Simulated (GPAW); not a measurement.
# Surface energy and work function of Ta(100) from slabs of 4 to 14 layers (PBE)

How do energy and work function of Ta(100) films settle with thickness, and what surface energy follows?

Set-up. GPAW 26.7.0, plane waves at 450 eV with PAW setups; symmetric 1×1 slabs cut at the tabulated lattice constant (two decimals; low-temperature values for the alkali metals), atoms at bulk places, 7.5 Å of vacuum on each side, one in-plane mesh for all thicknesses, Fermi-Dirac smearing of 0.1 eV. Energies are extrapolated to zero smearing and count from the program's reference atoms. Functional PBE. The cell's area is 10.956 Å².

The runs, one held back:

| layers | energy (eV) | work function (eV) |
| --- | --- | --- |
| 4 | −35.6000 | 3.99 |
| 5 | −45.5801 | 3.96 |
| 6 | −55.4942 | 3.98 |
| 7 | −65.3439 | 4.00 |
| 8 | −75.2147 | 3.99 |
| 9 | −85.0862 | 3.99 |
| 10 | −94.9447 | 4.00 |
| 11 | −104.8033 | 4.00 |
| 12 | −114.6740 | 4.00 |
| 14 | ? | ? |

**Question.** What surface energy do these runs give, and what energy and work function should the 14-layer slab have?

A: A slab of n layers has E(n) = nε + 2Aγ once its middle is bulk-like. A line through n = 6 to 12 has the slope ε = −9.8639 eV a layer and the intercept 2Aγ = 3.6946 eV (r.m.s. residual 4.9 meV). So γ = 3.6946 / (2 × 10.956 Å²) = 0.1686 eV/Å² = 2.70 J/m², with a standard error of under 0.01 J/m² from the scatter about the line. For 14 layers: 3.6946 + 14 × (−9.8639) = −134.399 eV; the run gives −134.395 eV, 4.2 meV over the line. The work function has no such law: from 6 to 12 layers it moves between 3.98 and 4.00 eV (mean 3.99), and the 14-layer slab gives 4.00 eV. The thinnest slab, 4 layers, lies 0.00 eV from that mean. The measured value for this face is 4.10 eV (“Anisotropic work function of elemental crystals” (2019, arxiv:1902.07811)); the unrelaxed 14-layer slab lies 0.10 eV under it.

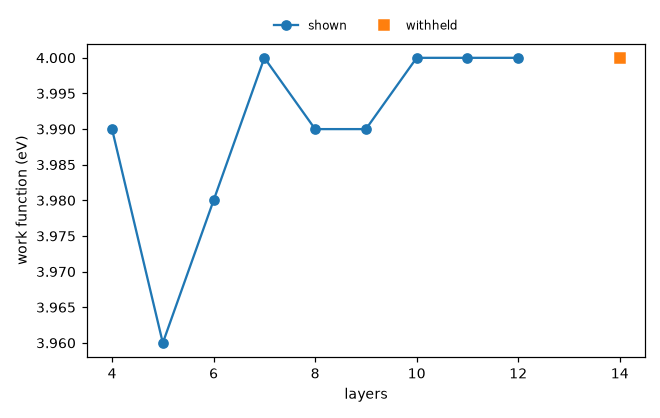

Work function against thickness.

**Limits.** The surfaces are unrelaxed, so γ is an upper bound for this functional and lattice constant. The tabulated lattice constant isn't the functional's own, which strains the slab a little. Spin-orbit coupling is left out.
